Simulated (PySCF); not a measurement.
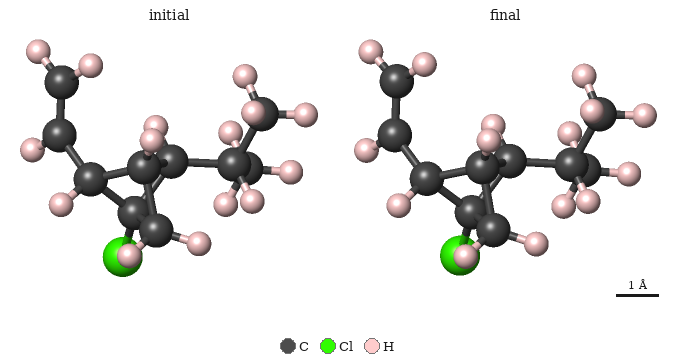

The structure of C₁₀H₁₅Cl before (left) and after (right) a relaxation, at one scale.

A ball-and-stick model, seen at a tilt.

The start comes from GFN2-xTB. Its atoms were then displaced at random by about 0.01 Å.

Level of theory: PBE0-D3(BJ)/def2-SVP geometry optimisation, gas phase (PySCF). 

**What changed between the two?**

After 10 geometry steps the energy has fallen by 20.7 kJ/mol. The largest move after the best rigid fit is that of an H atom, 0.11 Å. Largest moves by element: H 0.11 Å, C 0.06 Å, Cl 0.05 Å. Near-neighbour distances that change, for instance: C–C 1.503 → 1.551 Å, C–H 1.136 → 1.095 Å, C–H 1.070 → 1.103 Å, C–C 1.305 → 1.334 Å. Among the angles between lasting bonds that change: C–C–H 129.6° → 126.4°, C–C–H 124.6° → 121.5°, H–C–H 110.4° → 107.6°. Cost: 2 min on 2 threads of AMD EPYC 9R45 96-Core Processor, with other jobs on the host.
